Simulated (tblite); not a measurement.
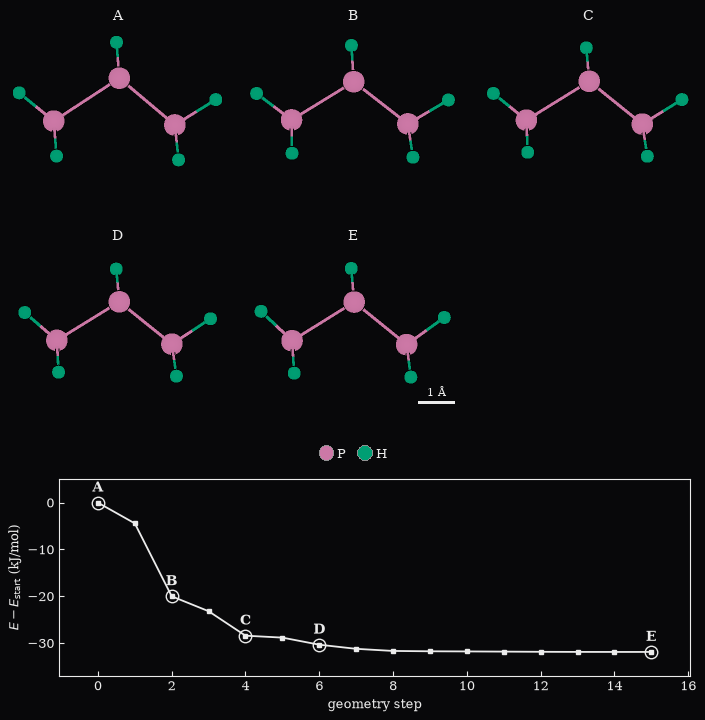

Frames of a relaxation of P$_{3}$H$_{5}$, marked on the history of the run. A ball-and-stick model, seen at a tilt.

Computed with GFN2-xTB geometry optimisation, gas phase (tblite 0.8.0). 

### Describe the path.

The energy falls by 31.9 kJ/mol in 15 geometry steps. The largest moves after the best rigid fit, 0.20 Å, are those of H atoms. By element the largest moves are H 0.20 Å, P 0.12 Å. Among the contacts that change: P–P 2.280 → 2.169 Å, P–P 2.256 → 2.169 Å, H–P 1.426 → 1.396 Å. Bond angles that change, for instance: P–P–H 99.0° → 93.6°, P–P–H 98.7° → 93.4°, P–P–H 98.1° → 93.4°. The run took 0.06 s on 1 thread of Intel(R) Xeon(R) Platinum 8488C (shared host). From step 0 to 2: a P atom moves most (0.10 Å), energy −20.0 kJ/mol. From step 2 to 4: an H atom moves most (0.07 Å), energy −8.41 kJ/mol. From step 4 to 6: H atoms move most (0.05 Å), energy −1.93 kJ/mol. From step 6 to 15: an H atom moves most (0.05 Å), energy −1.54 kJ/mol.

```csv
step,"E − E(0), kJ/mol"
0,0.00
1,-4.43
2,-19.99
3,-23.18
4,-28.40
5,-28.82
6,-30.33
7,-31.21
8,-31.66
9,-31.73
10,-31.76
11,-31.80
12,-31.84
13,-31.87
14,-31.87
15,-31.87
```
